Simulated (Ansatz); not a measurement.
**Run report: Si₂NH₉O, molecular dynamics (part 4 of 4)**

Continued. System: Si₂NH₉O. Method: RHF/6-31G* (Ansatz 0.2.0). It belongs to a series of runs on one base structure; here: dynamics from the highest image of the converged band.

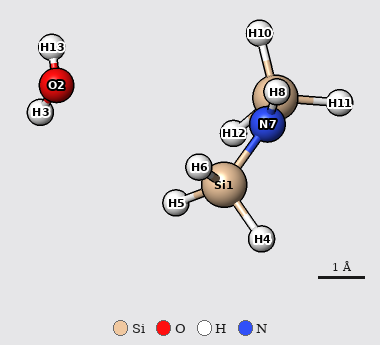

Fig. 1: The geometry at step 166 of the log (ball-and-stick view, seen at a tilt; atoms are numbered from 1 in the order of the input).

### Trajectory as extended XYZ, continued
```
13
Properties=species:S:1:pos:R:3:forces:R:3 step=131 time_fs=65.5 energy=-19385.12438 temperature=1124.3
Si    0.4158   -0.1983   -0.2927    0.9612  -0.5293   0.7538
O    -1.4556   -0.9508    2.7058   -0.4772   2.4440  -1.6604
H    -1.5034   -0.1063    3.1704    0.1710  -1.2782  -0.0909
H     0.8806    0.6251   -1.4311    0.0078  -0.3180  -0.1657
H     0.3097    0.7601    0.8119    0.0542   0.1033   0.1551
H    -0.9187   -0.7315   -0.5300   -0.1514  -0.3001  -0.3184
N     1.5630   -1.4995    0.1717   -0.1808   0.5494   0.2658
H     1.2616   -2.4516    0.0621   -0.1173   0.2701  -0.2838
Si    2.8720   -1.3214    1.3270   -0.3549   1.2487  -0.4746
H     2.9360   -2.4123    2.2814   -0.1136  -0.5559   0.2171
H     4.2399   -1.1402    0.7757   -0.1983  -0.2349  -0.1845
H     2.6036   -0.0529    2.0551    0.0839  -0.1969   0.0287
H    -1.3201   -1.6534    3.2750    0.3155  -1.2023   1.7578
13
Properties=species:S:1:pos:R:3:forces:R:3 step=137 time_fs=68.5 energy=-19385.11212 temperature=1116.6
Si    0.4304   -0.1962   -0.3201    0.9507  -0.7096   0.8185
O    -1.5112   -0.9535    2.7765   -0.0219  -2.5650  -2.1433
H    -1.5372   -0.1703    3.2221   -0.0209   2.6109   1.7395
H     0.9098    0.6054   -1.4508   -0.0140  -0.0565  -0.3379
H     0.3513    0.7374    0.8067   -0.1528   0.1811   0.0873
H    -0.8974   -0.7706   -0.5968    0.1153  -0.0849  -0.1489
N     1.5873   -1.4857    0.1340   -0.2854   0.4284   0.3522
H     1.2091   -2.4056    0.0000    0.2437   0.0378  -0.0931
Si    2.8804   -1.3265    1.3328   -0.7964   1.3149  -1.0137
H     2.8991   -2.4074    2.2936   -0.0424  -0.5926   0.2741
H     4.2493   -1.1191    0.7984   -0.1404  -0.3574  -0.1419
H     2.5795   -0.0434    2.0080    0.1067  -0.1330   0.2120
H    -1.3726   -1.6515    3.3909    0.0579  -0.0742   0.3951
13
Properties=species:S:1:pos:R:3:forces:R:3 step=143 time_fs=71.5 energy=-19384.89087 temperature=965.6
Si    0.4479   -0.1963   -0.3449    0.8704  -0.5220   0.6386
O    -1.5674   -0.9623    2.8379    0.5332  -0.2888   4.1014
H    -1.5703   -0.1072    3.3678    0.0308  -2.3246  -1.5001
H     0.9371    0.5796   -1.4969   -0.1188   0.0434  -0.1618
H     0.3803    0.7289    0.8073   -0.2919   0.0719  -0.2164
H    -0.8665   -0.8169   -0.6761    0.3508   0.1459   0.0780
N     1.6099   -1.4692    0.0986   -0.2764   0.3747   0.4989
H     1.1770   -2.3569   -0.0704    0.5144  -0.2548   0.0708
Si    2.8864   -1.3278    1.3357   -1.2795   0.3441  -0.7736
H     2.8586   -2.4472    2.3240    0.0333   0.1888  -0.3536
H     4.2477   -1.1281    0.8086    0.0587  -0.3750  -0.1252
H     2.5644   -0.0449    1.9790    0.1179   0.0046   0.3666
H    -1.4151   -1.6847    3.5597   -0.5429   2.5917  -2.6234
13
Properties=species:S:1:pos:R:3:forces:R:3 step=149 time_fs=74.5 energy=-19384.94326 temperature=1000.5
Si    0.4682   -0.1980   -0.3679    0.9710  -0.1626   0.1331
O    -1.6214   -0.9725    2.9155   -0.5819   2.8245  -2.7780
H    -1.6022   -0.1804    3.4189   -0.0805   0.9825  -0.2826
H     0.9542    0.5568   -1.5558   -0.2101   0.0437   0.1822
H     0.3848    0.7271    0.7905   -0.3330   0.0266  -0.3466
H    -0.8087   -0.8523   -0.7494    0.1422   0.1549   0.2018
N     1.6308   -1.4505    0.0663   -0.1274   0.1544   0.7492
H     1.1883   -2.3281   -0.1353    0.6528  -0.2941   0.1512
Si    2.8886   -1.3279    1.3361   -1.4977  -0.1442  -0.7306
H     2.8208   -2.4743    2.3271    0.0844   0.5368  -0.5918
H     4.2502   -1.1687    0.8084    0.1282  -0.2962  -0.0628
H     2.5598   -0.0471    1.9802    0.1646  -0.0050   0.3426
H    -1.4913   -1.5593    3.5641    0.6876  -3.8213   3.0322
13
Properties=species:S:1:pos:R:3:forces:R:3 step=154 time_fs=77.0 energy=-19385.10680 temperature=1112.9
Si    0.4874   -0.1998   -0.3866    0.9478  -0.0161  -0.2999
O    -1.6678   -0.9742    2.9746    0.0880  -2.6162  -0.2770
H    -1.6321   -0.1943    3.4398    0.0426   2.6439   0.9484
H     0.9555    0.5411   -1.5949   -0.1594   0.1103   0.2926
H     0.3671    0.7279    0.7552   -0.2918   0.1023  -0.2058
H    -0.7510   -0.8721   -0.7980   -0.2322   0.0186   0.1968
N     1.6476   -1.4341    0.0429    0.1823  -0.0347   1.0308
H     1.2394   -2.3230   -0.1801    0.5707  -0.2172   0.1150
Si    2.8869   -1.3281    1.3346   -1.3129   0.1481  -1.0760
H     2.7943   -2.4653    2.2937    0.0493   0.1880  -0.2542
H     4.2597   -1.2221    0.8040   -0.0015  -0.1775   0.0412
H     2.5666   -0.0495    2.0034    0.2185  -0.1119   0.1916
H    -1.5288   -1.6112    3.6767   -0.1012  -0.0376  -0.7034
13
Properties=species:S:1:pos:R:3:forces:R:3 step=160 time_fs=80.0 energy=-19384.99130 temperature=1036.1
Si    0.5129   -0.2021   -0.4100    0.4029  -0.1110  -0.6252
O    -1.7230   -0.9839    3.0453    0.6036   0.3819   3.4191
H    -1.6679   -0.0815    3.5027   -0.1188  -2.8835  -1.2047
H     0.9459    0.5319   -1.6207    0.0310   0.2598   0.1380
H     0.3236    0.7374    0.6981   -0.1643   0.1586   0.0431
H    -0.7002   -0.8946   -0.8410   -0.4071  -0.0613   0.1842
N     1.6690   -1.4147    0.0207    0.5976  -0.2812   1.3052
H     1.3440   -2.3323   -0.2256    0.3189   0.0322  -0.0021
Si    2.8812   -1.3279    1.3297   -0.7841   0.7215  -1.5276
H     2.7655   -2.4450    2.2379   -0.0798  -0.5594   0.3913
H     4.2701   -1.2992    0.8024   -0.1707   0.0023   0.1316
H     2.5919   -0.0612    2.0454    0.2217  -0.1554  -0.0047
H    -1.5784   -1.6834    3.7738   -0.4511   2.4955  -2.2482
13
Properties=species:S:1:pos:R:3:forces:R:3 step=166 time_fs=83.0 energy=-19385.07530 temperature=1094.1
Si    0.5396   -0.2048   -0.4353   -0.5827  -0.1855  -0.7158
O    -1.7759   -0.9915    3.1287   -0.9245   2.1800  -4.8780
H    -1.7108   -0.1478    3.4926    0.1766   1.2363   0.9195
H     0.9388    0.5442   -1.6348    0.1963   0.2940  -0.0449
H     0.2666    0.7585    0.6431    0.0535  -0.0347   0.0794
H    -0.6807   -0.9207   -0.8677   -0.1000   0.0754   0.2254
N     1.6941   -1.3970    0.0065    0.8106  -0.3977   1.3120
H     1.4757   -2.3388   -0.2714    0.0099   0.2861  -0.1344
Si    2.8732   -1.3257    1.3204   -0.2788   0.2459  -0.9900
H     2.7303   -2.4658    2.2101   -0.1359  -0.4122   0.3026
H     4.2673   -1.3764    0.8112   -0.1325   0.1545   0.1002
H     2.6355   -0.0850    2.0877    0.1263  -0.0229  -0.1043
H    -1.6542   -1.6085    3.7395    0.7812  -3.4193   3.9282
13
Properties=species:S:1:pos:R:3:forces:R:3 step=171 time_fs=85.5 energy=-19385.20111 temperature=1179.1
Si    0.5606   -0.2074   -0.4580   -1.1900  -0.0124  -0.7204
O    -1.8225   -0.9934    3.1854   -0.1640  -3.1947  -0.6847
H    -1.7359   -0.1527    3.5292    0.3134   1.8641   1.3087
H     0.9447    0.5730   -1.6479    0.2219   0.1245  -0.0056
H     0.2219    0.7745    0.6021    0.2625  -0.2645   0.0181
H    -0.6723   -0.9382   -0.8756    0.1761   0.1749   0.1866
N     1.7186   -1.3840    0.0008    0.6900  -0.1942   1.0220
H     1.5875   -2.3273   -0.3179   -0.2071   0.2726  -0.2422
Si    2.8657   -1.3232    1.3102    0.0400  -0.7076   0.0690
H     2.6927   -2.5092    2.2060   -0.0708   0.2711  -0.1737
H     4.2566   -1.4314    0.8251    0.0336   0.2158   0.0092
H     2.6804   -0.1068    2.1166    0.0113   0.1213  -0.1339
H    -1.6861   -1.6685    3.8679   -0.1169   1.3291  -0.6532
13
Properties=species:S:1:pos:R:3:forces:R:3 step=177 time_fs=88.5 energy=-19385.00939 temperature=1048.4
Si    0.5825   -0.2105   -0.4873   -1.1905   0.2938  -0.6764
O    -1.8789   -1.0057    3.2504    0.7519   1.2109   2.8961
H    -1.7504   -0.0745    3.6480   -0.3716  -3.2336  -1.0774
H     0.9686    0.6154   -1.6630    0.1546  -0.1753   0.1328
H     0.1893    0.7733    0.5552    0.3998  -0.3154   0.0936
H    -0.6498   -0.9465   -0.8719    0.1643   0.0871  -0.0187
N     1.7516   -1.3694   -0.0006    0.0663   0.1082   0.1947
H     1.7056   -2.2924   -0.3925   -0.2763   0.2359  -0.2395
Si    2.8570   -1.3224    1.2984    0.5858  -1.2806   1.1712
H     2.6424   -2.5397    2.1880    0.0142   0.6440  -0.3602
H     4.2469   -1.4805    0.8421    0.1703   0.2258  -0.0727
H     2.7347   -0.1236    2.1404   -0.1177   0.1766  -0.1975
H    -1.7292   -1.6639    3.9926   -0.3512   2.0225  -1.8461
13
Properties=species:S:1:pos:R:3:forces:R:3 step=183 time_fs=91.5 energy=-19384.98779 temperature=1032.9
Si    0.6009   -0.2127   -0.5186   -0.6142   0.3965  -0.4216
O    -1.9326   -1.0127    3.3255   -0.9174   0.7024  -3.8918
H    -1.7876   -0.1976    3.7009    0.3010   2.7194   0.5162
H     1.0058    0.6441   -1.6681    0.0804  -0.3048   0.0753
H     0.1896    0.7470    0.5177    0.3380  -0.0854   0.3279
H    -0.6152   -0.9485   -0.8702   -0.1316  -0.1413  -0.2872
N     1.7850   -1.3542   -0.0011   -0.8114   0.2621  -1.0250
H     1.8012   -2.2363   -0.4860   -0.1772   0.2787  -0.0374
Si    2.8502   -1.3252    1.2901    1.4106  -0.9396   1.6677
H     2.5927   -2.5206    2.1432    0.0092   0.2169   0.0571
H     4.2502   -1.5103    0.8536    0.0858   0.2037  -0.0566
H     2.7791   -0.1260    2.1470   -0.2129   0.1126  -0.2769
H    -1.7907   -1.5424    4.0195    0.6396  -3.4211   3.3523
13
Properties=species:S:1:pos:R:3:forces:R:3 step=189 time_fs=94.5 energy=-19385.05315 temperature=1076.4
Si    0.6173   -0.2138   -0.5512   -0.3063   0.2298   0.1020
O    -1.9890   -1.0187    3.3896    0.7303  -1.0549   3.0285
H    -1.8070   -0.1623    3.7757   -0.1673  -0.0924  -0.6067
H     1.0502    0.6483   -1.6683    0.0419  -0.1816  -0.1819
H     0.2184    0.7131    0.5070    0.1918   0.0993   0.3761
H    -0.5902   -0.9609   -0.8922   -0.1812  -0.1497  -0.3975
N     1.8134   -1.3373   -0.0077   -1.3709   0.4484  -1.9215
H     1.8819   -2.1583   -0.5835   -0.0159   0.0741   0.0944
Si    2.8476   -1.3308    1.2867    1.9987  -0.2415   1.5439
H     2.5432   -2.4851    2.1050   -0.0522  -0.4813   0.6431
H     4.2603   -1.5230    0.8607   -0.0698   0.1316   0.0125
H     2.8055   -0.1185    2.1305   -0.2556   0.0697  -0.2496
H    -1.8247   -1.5961    4.1975   -0.5434   1.1484  -2.4433
13
Properties=species:S:1:pos:R:3:forces:R:3 step=194 time_fs=97.0 energy=-19384.99909 temperature=1040.6
Si    0.6302   -0.2141   -0.5781   -0.4858   0.1308   0.5484
O    -2.0341   -1.0283    3.4509    1.0922   1.9998   3.0662
H    -1.8264   -0.0939    3.8187   -0.7242  -3.1318  -1.3512
H     1.0900    0.6395   -1.6790   -0.0092  -0.0357  -0.3201
H     0.2558    0.6897    0.5214    0.0975   0.0430   0.0995
H    -0.5799   -0.9803   -0.9356    0.0684   0.0856  -0.3124
N     1.8309   -1.3213   -0.0219   -1.2560   0.3716  -2.0482
H     1.9473   -2.0875   -0.6592    0.0950  -0.1012   0.1321
Si    2.8501   -1.3363    1.2876    1.7624  -0.2332   1.4127
H     2.4996   -2.4813    2.1106    0.0515  -0.3648   0.5820
H     4.2653   -1.5248    0.8670   -0.0955   0.0232   0.0511
H     2.8110   -0.1074    2.1006   -0.2449   0.0793  -0.1259
H    -1.8776   -1.6069    4.2392   -0.3514   1.1333  -1.7343
13
Properties=species:S:1:pos:R:3:forces:R:3 step=200 time_fs=100.0 energy=-19385.03279 temperature=1064.6
Si    0.6442   -0.2141   -0.6090   -0.6525   0.3031   0.6384
O    -2.0846   -1.0307    3.5340   -1.4994  -0.8131  -4.6379
H    -1.8926   -0.1947    3.7879    0.8294   3.3420   1.2003
H     1.1361    0.6256   -1.7153   -0.1512   0.0000  -0.1779
H     0.3078    0.6644    0.5442   -0.0312  -0.0582  -0.3066
H    -0.5616   -0.9955   -1.0111    0.2544   0.3280  -0.1305
N     1.8453   -1.3002   -0.0502   -0.3876  -0.1989  -1.5373
H     2.0329   -2.0093   -0.7388    0.0954  -0.0797   0.2246
Si    2.8577   -1.3437    1.2926    0.6688  -0.5902   1.2288
H     2.4534   -2.4992    2.1581    0.3342   0.3603  -0.0101
H     4.2649   -1.5259    0.8783    0.0330  -0.1172   0.0455
H     2.7987   -0.0879    2.0557   -0.1765   0.0511   0.0413
H    -1.9562   -1.5809    4.2178    0.6831  -2.5272   3.4214
```

The run was set up as follows.

### Input
```yaml
crystal:
  periodic: [false, false, false]
  atoms:
    - { symbol: Si, position_ang: [0.127278, -0.199393, 0.061448] }
    - { symbol: O, position_ang: [-0.763448, -0.865477, 1.749534] }
    - { symbol: H, position_ang: [-0.826255, -0.254602, 2.471965] }
    - { symbol: H, position_ang: [1.052194, 0.056813, -1.102345] }
    - { symbol: H, position_ang: [0.221009, 1.126268, 0.707438] }
    - { symbol: H, position_ang: [-1.074218, -0.632466, -0.665192] }
    - { symbol: "N", position_ang: [1.194542, -1.59926, 0.799185] }
    - { symbol: H, position_ang: [1.1055, -2.431033, 0.237267] }
    - { symbol: Si, position_ang: [2.869413, -1.311918, 1.306107] }
    - { symbol: H, position_ang: [3.379209, -2.522743, 1.970726] }
    - { symbol: H, position_ang: [3.721012, -0.992708, 0.151152] }
    - { symbol: H, position_ang: [2.839014, -0.184619, 2.249277] }
    - { symbol: H, position_ang: [0.315147, -1.528861, 1.623036] }
basis:
  gaussian: { orbitals: "6-31G*" }
hamiltonian:
  xc: hf
md:
  timestep: 0.5
  n_steps: 200
  ensemble: nve
  temperature: 100.0
  initial_velocities: maxwell_boltzmann
  seed: 11031
```

Command:
```bash
ansatz run input.yaml --threads 1 --pin off --max-ram 2048MiB --backend cpu --events-out ev --progress --plain --runs-dir out
```

### Summary

| quantity | value |
| --- | --- |
| outcome | finished |
| mean temperature over the second half | 1076 K |
| trajectory | 200 steps, 100 fs |
| ensemble | nve |
| temperature in the input | 100.0 K |
| time step | 0.5 fs |
| potential energy (last step) | −19385.0328 eV |
| mean-field energy (last step) | −19385.0328 eV |
| largest force (length of the vector) (last step) | 4.942 eV/Å |
| hardware | 1 thread of Arm Neoverse V2, 24 GiB of memory available, shared host |
| wall time | 5.3 min |
| peak memory | 0.16 GiB |

### Remarks

So short a trajectory is not equilibrated.
